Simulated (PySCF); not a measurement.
# C₃H₄BFN₂O₂: runs on many settings

Which settings matter for C₃H₄BFN₂O₂ (`N#C[C@@]1(F)COB(N)O1`)?

Programs: PySCF 2.14.0, with density-fitted response routines of our own. Each step states its level of theory. These are calculated values for one molecule in the gas phase, unless marked as measured. Atoms count from 0, in the outputs and in this text.

## 1. The starting structure

13 atoms, charge 0, multiplicity 1; geometry from: GFN2-xTB.

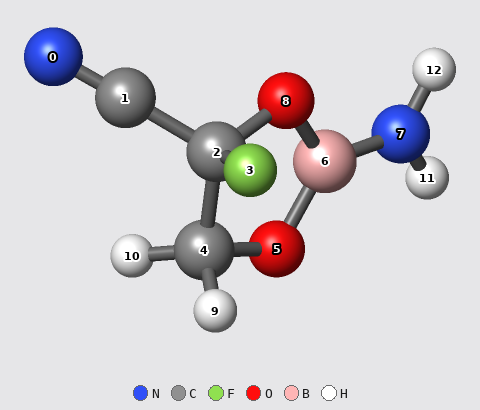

The starting geometry (nitrogen blue, carbon grey, fluorine green, oxygen red, boron pink, hydrogen white), atoms numbered; sticks join atoms by distance.

## 2. Shielding tensors: PBE0/pcSseg-1

The job: settings as JSON, then the geometry in Å.

```
{"job": {"kind": "nmr", "xc": "PBE0", "basis": "pcSseg-1"}, "charge": 0, "multiplicity": 1}
N     -3.179395     0.968267    -0.787525
C     -2.243359     0.614273    -0.239400
C     -1.023469     0.136559     0.409245
F     -1.278975     0.015836     1.771187
C     -0.558267    -1.244149    -0.143174
O      0.791412    -1.057481    -0.466139
B      1.129096     0.257045    -0.235414
N      2.379382     0.810820    -0.449181
O      0.028819     0.995588     0.222193
H     -0.664216    -2.011172     0.629851
H     -1.121563    -1.533941    -1.036754
H      3.154645     0.274743    -0.790232
H      2.581503     1.774098    -0.260141
```

With the program's defaults for keys left out, this is: GIAO PBE0/pcSseg-1 NMR shielding, non-relativistic, gas phase.

Run with:

```bash
> OMP_NUM_THREADS=1 python probes_run.py task.json out
```

One launch serves the whole session: the jobs run in the order shown.

The program printed:

```text
coarse grid: 12208 points
cycle   1  E = -500.6129681241  dE =  1.701e+00  |g| = 1.050e+00  |ddm| = 3.356e+00
cycle   2  E = -500.2098657561  dE =  4.031e-01  |g| = 1.816e+00  |ddm| = 1.898e+00
cycle   3  E = -500.7949153228  dE = -5.850e-01  |g| = 3.096e-01  |ddm| = 1.350e+00
cycle   4  E = -500.8127768572  dE = -1.786e-02  |g| = 1.016e-01  |ddm| = 2.389e-01
cycle   5  E = -500.8148244120  dE = -2.048e-03  |g| = 2.098e-02  |ddm| = 7.840e-02
cycle   6  E = -500.8149070294  dE = -8.262e-05  |g| = 6.217e-03  |ddm| = 1.551e-02
cycle   7  E = -500.8149144693  dE = -7.440e-06  |g| = 1.190e-03  |ddm| = 4.101e-03
final grid: 122328 points
cycle   8  E = -500.8892641748  dE = -3.293e-05  |g| = 1.204e-02  |ddm| = 2.528e-02
cycle   9  E = -500.8892331425  dE =  3.103e-05  |g| = 1.799e-02  |ddm| = 1.622e-02
cycle  10  E = -500.8892897216  dE = -5.658e-05  |g| = 7.756e-04  |ddm| = 9.868e-03
cycle  11  E = -500.8892898177  dE = -9.611e-08  |g| = 4.344e-04  |ddm| = 8.171e-04
cycle  12  E = -500.8892898468  dE = -2.914e-08  |g| = 2.129e-04  |ddm| = 3.759e-04
cycle  13  E = -500.8892898555  dE = -8.689e-09  |g| = 5.454e-05  |ddm| = 1.567e-04
cycle  14  E = -500.8892898560  dE = -5.440e-10  |g| = 1.369e-05  |ddm| = 3.974e-05
converged SCF energy = -500.8892898560

GIAO shielding tensors (ppm)
atom      isotropic    diamagn.    paramagn.     s11        s22        s33       span
  0 N      -43.454     338.475    -381.928   -202.729   -191.842    264.210    466.939
  1 C       67.542     262.136    -194.594    -49.418    -45.000    297.044    346.462
  2 C       75.905     239.538    -163.633     45.640     82.481     99.594     53.954
  3 F      271.536     472.066    -200.530    171.490    285.059    358.059    186.569
  4 C      103.256     247.429    -144.173     75.701     98.053    136.013     60.312
  5 O      244.977     393.282    -148.304    141.034    256.442    337.456    196.422
  6 B       75.870     198.281    -122.411     51.693     73.563    102.354     50.661
  7 N      220.610     316.768     -96.158    179.700    224.630    257.501     77.801
  8 O      171.368     395.013    -223.645    121.194    148.842    244.068    122.874
  9 H       26.928      28.521      -1.592     23.409     26.453     30.923      7.514
 10 H       26.959      29.155      -2.196     23.243     26.620     31.015      7.771
 11 H       29.145      29.511      -0.366     22.589     25.964     38.880     16.291
 12 H       29.106      30.117      -1.011     22.490     26.275     38.552     16.062
```

Run time: 30 s. Hardware: 1 thread of Arm Neoverse V1, shared host; peak memory 0.76 GiB.

The references, computed at this level on geometries of the same kind, shield at (ppm): 1H TMS 31.72, 13C TMS 186.9, 19F CFCl3 170.9, 15N NH3 267.7, 17O H2O 336.1, 11B BF3·OEt2 100.1. Their shielding less the atom's gives the shift. The references are single molecules in the gas phase, so shifts against H2O, NH3, PH3, H3PO4 or CFCl3 are not on the usual liquid scales and can be off by tens of ppm. Atoms listed in one row are averaged.

```
   atoms                                                     environment  σ (ppm)  δ (ppm)  δ scaled to CDCl3
      C1                                                  nitrile carbon     67.5    119.4              114.6
      C2  fully substituted sp3 carbon bonded to F and O, α to a nitrile     75.9    111.0              106.4
      C4                                             sp3 CH2 bonded to O    103.3     83.7               79.7
      H9                              hydrogen on an sp3 CH2 bonded to O    26.93     4.79               4.62
     H10                              hydrogen on an sp3 CH2 bonded to O    26.96     4.76               4.59
H11, H12                              hydrogen on a nitrogen bonded to B    29.13     2.59                  –
      N0                                                nitrile nitrogen    -43.5    311.2                  –
      N7                                       nitrogen bonded to B, 2 H    220.6     47.1                  –
      F3                                       fluorine on an sp3 carbon    271.5   -100.6                  –
      O8                     oxygen bonded to C, B, in a 5-membered ring    171.4    164.7                  –
      O5                     oxygen bonded to C, B, in a 5-membered ring    245.0     91.1                  –
      B6                    boron bonded to N, 2 O, in a 5-membered ring     75.9     24.2                  –
```

The scaled column applies a straight-line fit of computed shieldings to shifts measured in CDCl3; 19F shifts take a fit of their own (root-mean-square error 0.16 ppm for H, 1.9 ppm for C).

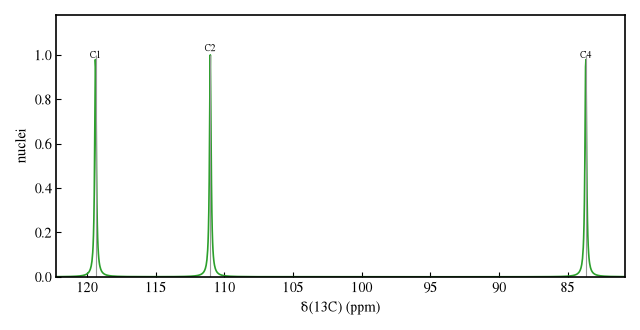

13C lines at the computed shifts, without couplings. Lines are broadened to a width of 0.14 ppm (Lorentzian).

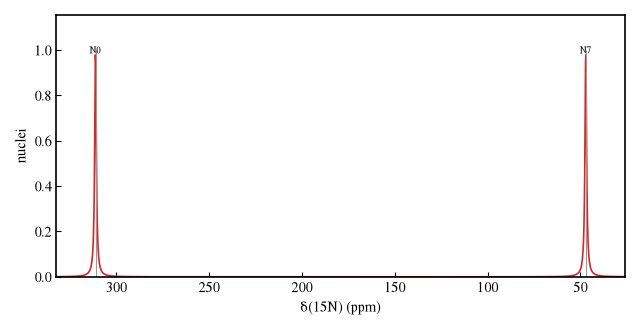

15N lines at the computed shifts, without couplings. Lines are broadened to a width of 1 ppm (Lorentzian).

The run also stored atomic charges by several schemes (e):

```
atoms  Mulliken    IAO  Hirshfeld  ESP fit
   N0     -0.22  -0.20      -0.19    -0.39
   C1      0.11   0.12       0.07     0.29
   C2      0.38   0.44       0.19     0.39
   F3     -0.30  -0.31      -0.11    -0.22
   C4      0.12  -0.08       0.01    -0.10
   O5     -0.49  -0.42      -0.19    -0.43
   B6      0.61   0.53       0.26     0.88
   N7     -0.46  -0.60      -0.25    -1.16
   O8     -0.46  -0.40      -0.18    -0.43
```

ESP fit charges:

N0 -0.39; C1 0.29; C2 0.39; F3 -0.22; C4 -0.10; O5 -0.43; B6 0.88; N7 -1.16; O8 -0.43; H9 0.14; H10 0.13; H11 0.45; H12 0.46

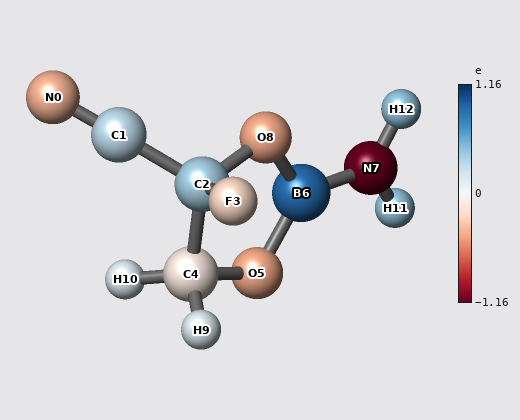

ESP fit charges, as colours on the atoms.

Mayer bond orders: N0–C1 3.04, C1–C2 0.91, C2–F3 0.91, C2–C4 1.02, C4–O5 0.90, O5–B6 1.09, B6–N7 1.30, B6–O8 1.00, O8–C2 0.98.

Ring of atoms C2, C4, O5, B6, O8: NICS(0) -6.2, NICS(1) -2.8, NICS(1)zz -4.3 ppm (means of both faces). The ring holds saturated atoms, so no π current runs round it: these values come from its σ bonds, any local π bonds and neighbouring rings, and say nothing of aromaticity.

The fields below are evaluated on a grid from the run's orbitals.

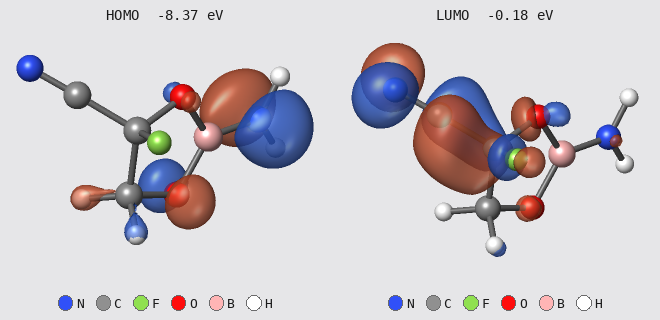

PBE0/pcSseg-1 orbitals near the gap, drawn at the value that encloses 70 % of each; the two colours are the two signs.

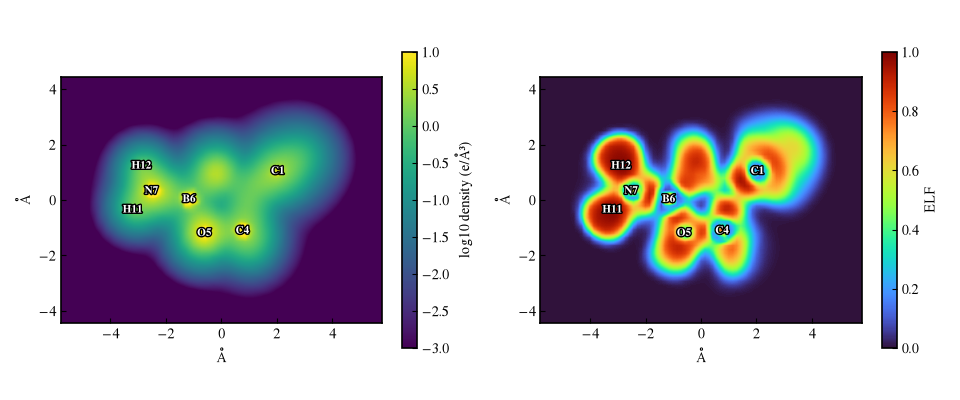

Density (left) and ELF (right) in a plane through or near 7 of the atoms.

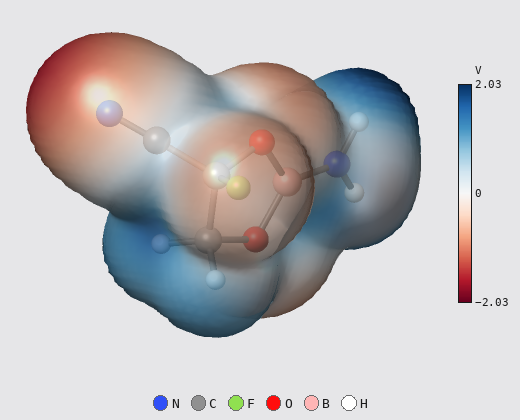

The potential that a unit positive charge feels on the 0.002 e/bohr³ surface, from -1.50 V near N0 to 2.03 V near H12.

## 3. Ultraviolet spectrum: PBE0/def2-SVPD

The job, as its differences from that of step 2:

```diff
@@ -1,2 +1,2 @@
-{"job": {"kind": "nmr", "xc": "PBE0", "basis": "pcSseg-1"}, "charge": 0, "multiplicity": 1}
+{"job": {"kind": "uv", "xc": "PBE0", "basis": "def2-SVPD", "nstates": 6, "ntriplets": 2}, "charge": 0, "multiplicity": 1}
 N     -3.179395     0.968267    -0.787525
```

Level: TDDFT PBE0/def2-SVPD, vertical, gas phase, core orbitals frozen in the response.

The program printed:

```text
coarse grid: 12208 points
cycle   1  E = -500.3306464013  dE =  1.627e+00  |g| = 1.001e+00  |ddm| = 6.041e+00
cycle   2  E = -499.9367882538  dE =  3.939e-01  |g| = 1.751e+00  |ddm| = 4.253e+00
cycle   3  E = -500.5051484566  dE = -5.684e-01  |g| = 2.927e-01  |ddm| = 2.855e+00
cycle   4  E = -500.5216048749  dE = -1.646e-02  |g| = 9.604e-02  |ddm| = 4.226e-01
cycle   5  E = -500.5234843947  dE = -1.880e-03  |g| = 1.998e-02  |ddm| = 1.475e-01
cycle   6  E = -500.5235630588  dE = -7.866e-05  |g| = 5.989e-03  |ddm| = 3.433e-02
cycle   7  E = -500.5235703325  dE = -7.274e-06  |g| = 1.151e-03  |ddm| = 8.999e-03
final grid: 122328 points
cycle   8  E = -500.5972285130  dE = -2.853e-05  |g| = 1.125e-02  |ddm| = 1.232e-01
cycle   9  E = -500.5971987782  dE =  2.973e-05  |g| = 1.698e-02  |ddm| = 3.289e-02
cycle  10  E = -500.5972523674  dE = -5.359e-05  |g| = 7.598e-04  |ddm| = 1.985e-02
cycle  11  E = -500.5972524763  dE = -1.089e-07  |g| = 3.516e-04  |ddm| = 1.573e-03
cycle  12  E = -500.5972524947  dE = -1.837e-08  |g| = 1.881e-04  |ddm| = 6.298e-04
cycle  13  E = -500.5972525015  dE = -6.818e-09  |g| = 5.486e-05  |ddm| = 2.712e-04
cycle  14  E = -500.5972525021  dE = -5.915e-10  |g| = 1.492e-05  |ddm| = 7.915e-05
converged SCF energy = -500.5972525021

Static polarisability (au): isotropic 64.348, principal 53.208 59.349 80.487

Singlet excitations
state   eV       nm        f      main configurations
  1   6.9516    178.4   0.01947   H->L 0.79, H->L+1 0.16
  2   7.3360    169.0   0.01627   H->L+1 0.69, H->L 0.17
  3   7.5647    163.9   0.00132   H-2->L 0.47, H-1->L 0.13
  4   7.6968    161.1   0.00814   H->L+2 0.57, H-1->L 0.17
  5   7.8101    158.7   0.02245   H-1->L 0.47, H->L+2 0.29, H-2->L+1 0.08
  6   7.9514    155.9   0.00312   H-1->L+1 0.48, H-3->L+1 0.15, H-3->L+2 0.12

Triplet excitations (Tamm-Dancoff, eV): 6.2343 6.7062
```

It took 57 s on 1 thread of Arm Neoverse V1, shared host; peak memory 0.84 GiB.

The orbitals next to the gap, with their largest atomic shares:

```
orbital      eV                      atoms
 HOMO−3  -10.53   N0 44 %, C1 35 %, F3 7 %
 HOMO−2   -9.97  N0 23 %, O5 19 %, C1 16 %
 HOMO−1   -9.49   O5 31 %, O8 25 %, C4 8 %
   HOMO   -8.49   N7 53 %, O5 18 %, B6 9 %
   LUMO   -0.39  N0 25 %, C1 20 %, B6 12 %
 LUMO+1   -0.11  C1 21 %, N0 20 %, B6 20 %
 LUMO+2    0.26  N0 25 %, C1 22 %, B6 19 %
```

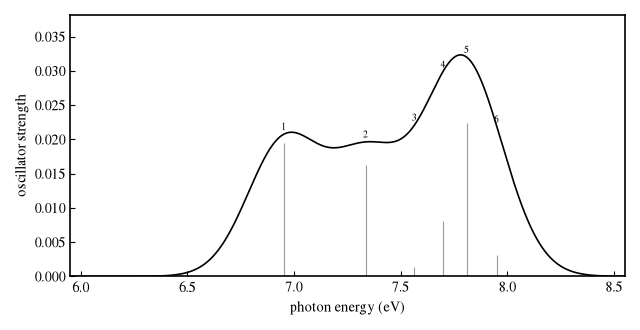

Absorption spectrum from the 6 singlet states computed; above the last one it falls off for lack of states. Lines are broadened to a width of 0.40 eV (Gaussian).

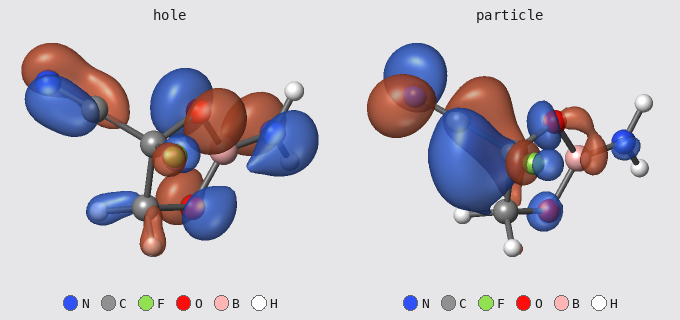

Leading natural transition orbitals of singlet state 5: the electron leaves the hole (left) for the particle orbital (right).

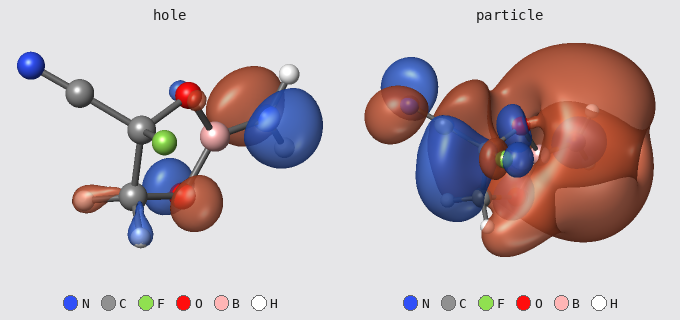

Leading natural transition orbitals of singlet state 1: the electron leaves the hole (left) for the particle orbital (right).

Further results of this job:

```
           property  computed
  dipole moment (D)      4.06
polarisability (Å³)      9.54
 HOMO–LUMO gap (eV)      8.09
      −ε(HOMO) (eV)      8.49
```

## 4. Shielding tensors: revPBE/pcSseg-1

The job, as its differences from that of step 3:

```diff
@@ -1,2 +1,2 @@
-{"job": {"kind": "uv", "xc": "PBE0", "basis": "def2-SVPD", "nstates": 6, "ntriplets": 2}, "charge": 0, "multiplicity": 1}
+{"job": {"kind": "nmr", "xc": "revPBE", "basis": "pcSseg-1", "pop": true, "scf": {"conv": 1e-08}}, "charge": 0, "multiplicity": 1}
 N     -3.179395     0.968267    -0.787525
```

Level: GIAO revPBE/pcSseg-1 NMR shielding, non-relativistic, gas phase.

The program printed:

```text
final grid: 122328 points
cycle   1  E = -501.0514441079  dE =  1.518e+00  |g| = 1.145e+00  |ddm| = 3.415e+00
cycle   2  E = -500.1278035537  dE =  9.236e-01  |g| = 2.484e+00  |ddm| = 2.827e+00
cycle   3  E = -501.2240568727  dE = -1.096e+00  |g| = 5.277e-01  |ddm| = 2.241e+00
cycle   4  E = -501.2767381316  dE = -5.268e-02  |g| = 1.978e-01  |ddm| = 4.327e-01
cycle   5  E = -501.2845544380  dE = -7.816e-03  |g| = 6.033e-02  |ddm| = 1.791e-01
cycle   6  E = -501.2852331875  dE = -6.787e-04  |g| = 1.939e-02  |ddm| = 4.607e-02
cycle   7  E = -501.2853098431  dE = -7.666e-05  |g| = 4.459e-03  |ddm| = 1.506e-02
cycle   8  E = -501.2853134257  dE = -3.583e-06  |g| = 1.456e-03  |ddm| = 3.781e-03
cycle   9  E = -501.2853138192  dE = -3.935e-07  |g| = 4.608e-04  |ddm| = 1.310e-03
cycle  10  E = -501.2853138523  dE = -3.311e-08  |g| = 1.706e-04  |ddm| = 4.044e-04
cycle  11  E = -501.2853138570  dE = -4.652e-09  |g| = 7.837e-05  |ddm| = 1.496e-04
converged SCF energy = -501.2853138570

GIAO shielding tensors (ppm)
atom      isotropic    diamagn.    paramagn.     s11        s22        s33       span
  0 N      -35.968     339.742    -375.710   -190.160   -178.267    260.522    450.682
  1 C       68.173     261.658    -193.485    -45.906    -41.026    291.450    337.356
  2 C       69.328     241.162    -171.834     37.539     76.594     93.850     56.312
  3 F      253.839     471.989    -218.150    151.882    268.619    341.017    189.136
  4 C       96.991     248.586    -151.596     68.582     91.663    130.727     62.145
  5 O      230.283     393.190    -162.907    126.741    242.647    321.460    194.719
  6 B       73.263     199.350    -126.087     50.503     70.193     99.092     48.588
  7 N      217.195     315.451     -98.256    178.829    219.113    253.645     74.816
  8 O      158.107     394.907    -236.800    108.148    134.332    231.840    123.691
  9 H       26.929      28.937      -2.008     23.561     26.554     30.670      7.110
 10 H       26.908      29.600      -2.692     23.394     26.618     30.712      7.318
 11 H       29.367      29.756      -0.389     23.118     26.373     38.609     15.490
 12 H       29.321      30.357      -1.035     23.007     26.695     38.262     15.254
```

Run time: 30 s. Hardware: 1 thread of Arm Neoverse V1, shared host; peak memory 0.66 GiB.

Key values: δ C1 114.5, C2 113.4, C4 85.7, N0 301.3, H10 4.86, H9 4.84 ppm.

## 5. Excited states and response: PBE/aug-cc-pVDZ

The job, as its differences from that of step 4:

```diff
@@ -1,2 +1,2 @@
-{"job": {"kind": "nmr", "xc": "revPBE", "basis": "pcSseg-1", "pop": true, "scf": {"conv": 1e-08}}, "charge": 0, "multiplicity": 1}
+{"job": {"kind": "uv", "xc": "PBE", "basis": "aug-cc-pVDZ", "nstates": 1, "ntriplets": 2, "tda": true, "scf": {"conv": 1e-06}}, "charge": 0, "multiplicity": 1}
 N     -3.179395     0.968267    -0.787525
```

With the program's defaults for keys left out, this is: TDA PBE/aug-cc-pVDZ, vertical, gas phase, core orbitals frozen in the response.

The program printed:

```text
final grid: 122328 points
cycle   1  E = -500.7624145867  dE =  1.544e+00  |g| = 1.099e+00  |ddm| = 1.152e+01
cycle   2  E = -499.7917242066  dE =  9.707e-01  |g| = 2.479e+00  |ddm| = 5.375e+00
cycle   3  E = -500.9385666214  dE = -1.147e+00  |g| = 4.842e-01  |ddm| = 4.222e+00
cycle   4  E = -500.9826071036  dE = -4.404e-02  |g| = 1.970e-01  |ddm| = 1.103e+00
cycle   5  E = -500.9904462128  dE = -7.839e-03  |g| = 6.376e-02  |ddm| = 3.951e-01
cycle   6  E = -500.9912598028  dE = -8.136e-04  |g| = 1.964e-02  |ddm| = 1.197e-01
cycle   7  E = -500.9913404823  dE = -8.068e-05  |g| = 4.536e-03  |ddm| = 3.757e-02
cycle   8  E = -500.9913444575  dE = -3.975e-06  |g| = 1.402e-03  |ddm| = 9.349e-03
cycle   9  E = -500.9913448371  dE = -3.796e-07  |g| = 4.645e-04  |ddm| = 3.227e-03
converged SCF energy = -500.9913448371

Static polarisability (au): isotropic 69.587, principal 56.894 63.627 88.240

Singlet excitations
state   eV       nm        f      main configurations
  1   5.5527    223.3   0.01035   H->L 0.99

Triplet excitations (Tamm-Dancoff, eV): 5.4664 5.7492
```

Run time: 42 s. Hardware: 1 thread of Arm Neoverse V1, shared host; peak memory 0.72 GiB.

This run: HOMO -6.93 eV, LUMO -1.42 eV; lowest singlet 5.55 eV.

[end of part 1 of 2]
